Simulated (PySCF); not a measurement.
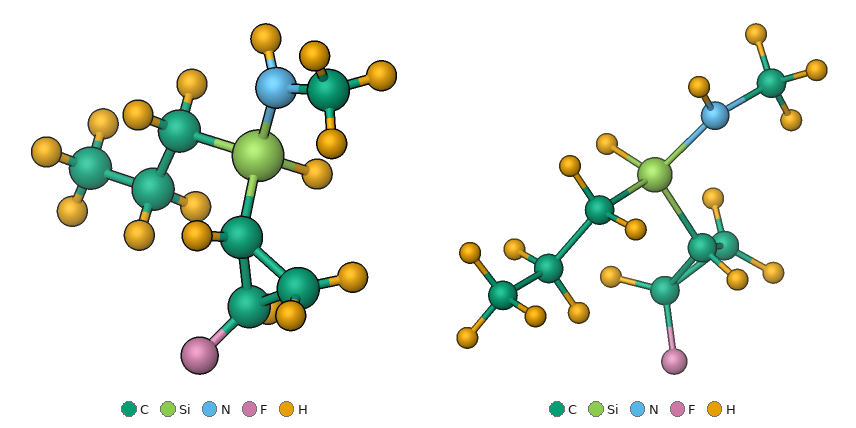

Both panels show the same species.

The geometry was computed by an optimisation with PBE0-D3(BJ)/def2-SVP. No frequency run is at hand to confirm it as a minimum.

Describe the molecule.

The molecule is C7H16FNSi. Its SMILES string is `CCC[Si@@H](NC)[C@@H]1C[C@H]1F`. Independent rings (smallest set): 1 of 3 members. Among its groups: C–F bond, Si–H bond, Si–N bond. This geometry has C1 symmetry. Coordination, clear cases only: 4 C tetrahedral; 1 Si tetrahedral.

The parts below concern this one geometry. Atoms keep their numbers from picture to picture.

### NMR shielding

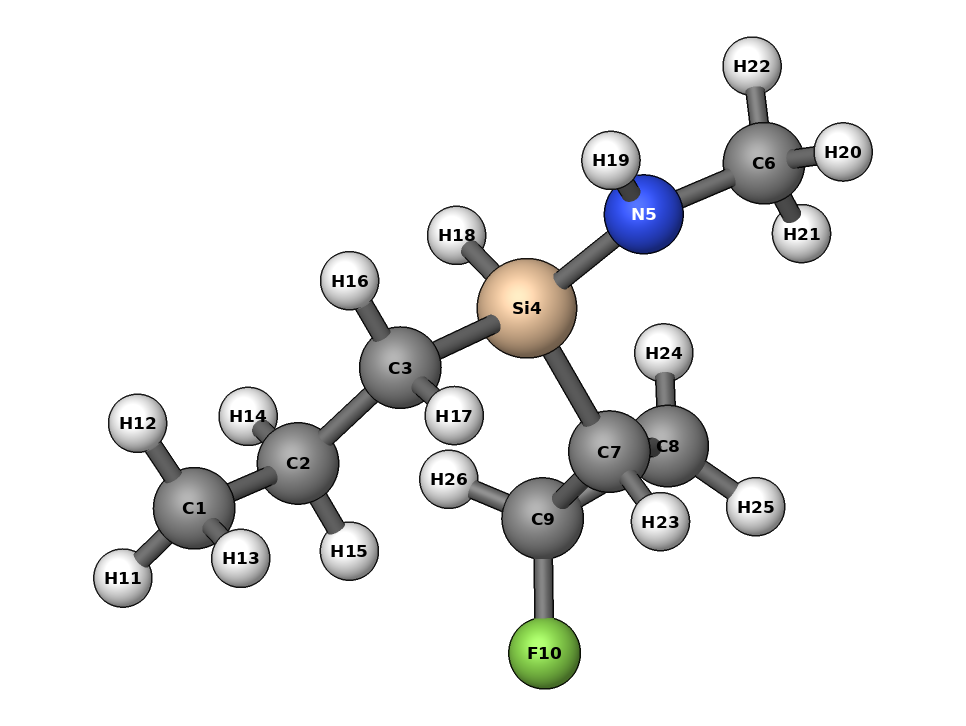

No frequency run is at hand to confirm it as a minimum. Method: GIAO PBE0/pcSseg-1 NMR shielding, non-relativistic, IEF-PCM water (PySCF 2.14.0). Principal shieldings σ11 ≤ σ22 ≤ σ33, span Ω = σ33 − σ11, skew κ = 3(σiso − σ22)/Ω.

Give the shielding tensors of the F atoms.

```json
{"atom": "F10", "σ11": "361.8", "σ22": "409.4", "σ33": "472.7", "σiso": "414.6", "Ω": "110.9", "κ": "0.14"}
```

Shieldings and span in ppm.

### Electronic properties

No frequency run is at hand to confirm it as a minimum. Properties computed with PBE0/pcSseg-1 in tetrahydrofuran (IEF-PCM) (PySCF 2.14.0).

Computed properties:

- dipole moment: 2.50 D
- HOMO energy (Kohn–Sham orbital): −6.51 eV
- LUMO energy (Kohn–Sham orbital): 1.28 eV
- HOMO–LUMO gap: 7.79 eV

### Bond orders

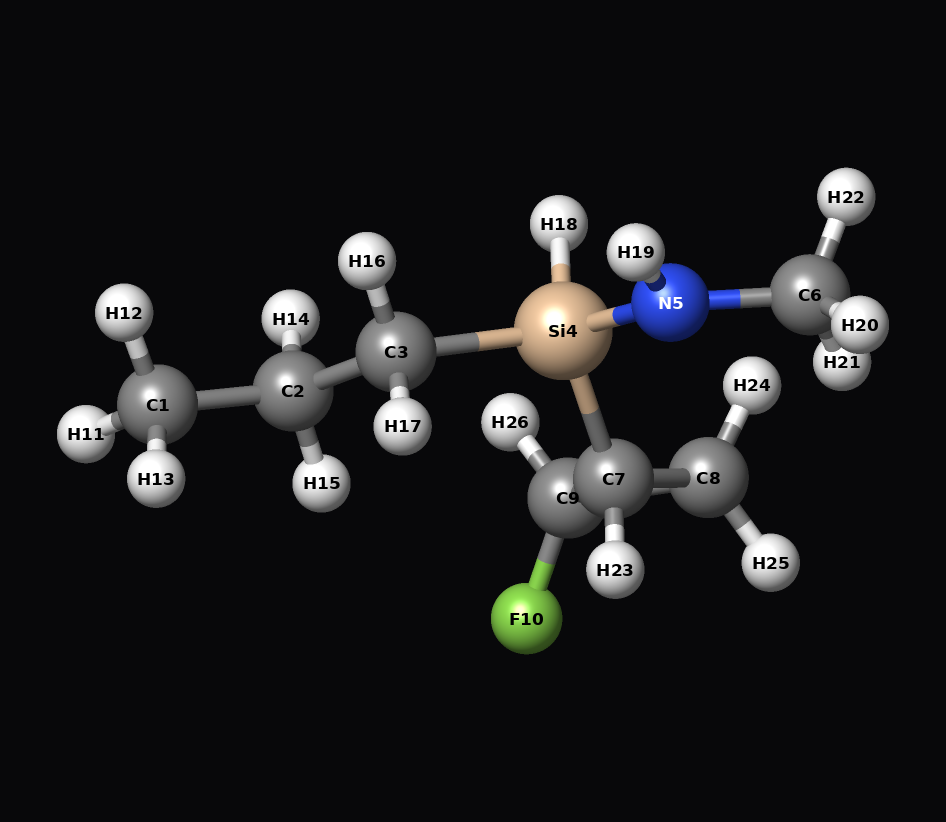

Every bond is drawn as one stick. No frequency run is at hand to confirm it as a minimum. Method: PBE0/pcSseg-1 in tetrahydrofuran (IEF-PCM) (PySCF 2.14.0).

List the Mayer bond orders of C1–C2, C2–C3, C3–Si4, Si4–N5, Si4–C7, N5–C6, C7–C8, C7–C9, C8–C9, C9–F10 (bonds between heavy atoms, one of each equivalent set).

| bond | Mayer order | length (Å) |
| --- | --- | --- |
| C1–C2 | 1.06 | 1.521 |
| C2–C3 | 1.03 | 1.529 |
| C3–Si4 | 0.91 | 1.880 |
| Si4–N5 | 1.03 | 1.733 |
| Si4–C7 | 0.82 | 1.867 |
| N5–C6 | 0.97 | 1.443 |
| C7–C8 | 0.94 | 1.524 |
| C7–C9 | 0.94 | 1.495 |
| C8–C9 | 0.98 | 1.479 |
| C9–F10 | 0.89 | 1.358 |

### Ring current

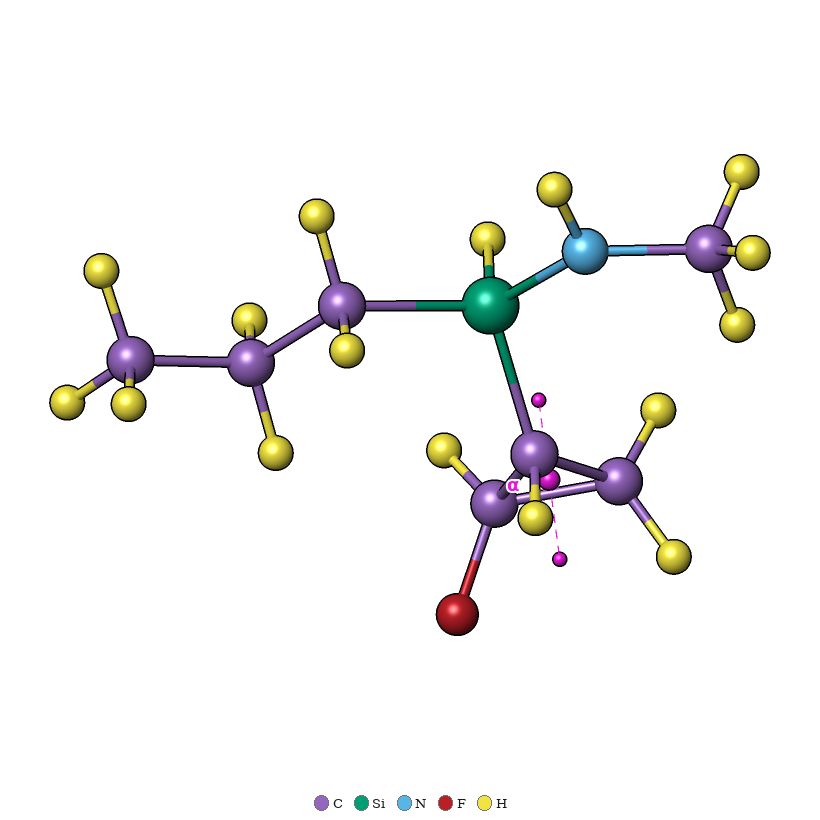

The small points mark where nucleus-independent chemical shifts (NICS) were computed: at the centre of each lettered ring and 1 Å above and below it. No frequency run is at hand to confirm it as a minimum. Level of theory: GIAO PBE0/pcSseg-1 NMR shielding, non-relativistic, IEF-PCM water (PySCF 2.14.0).

Give NICS(0), NICS(1) and the out-of-plane component NICS(1)zz for each ring (means of the two sides).

```tsv
ring	members	NICS(0)	NICS(1)	NICS(1)zz
α	C3	−39.9	−8.3	−19.4
```

Values in ppm.
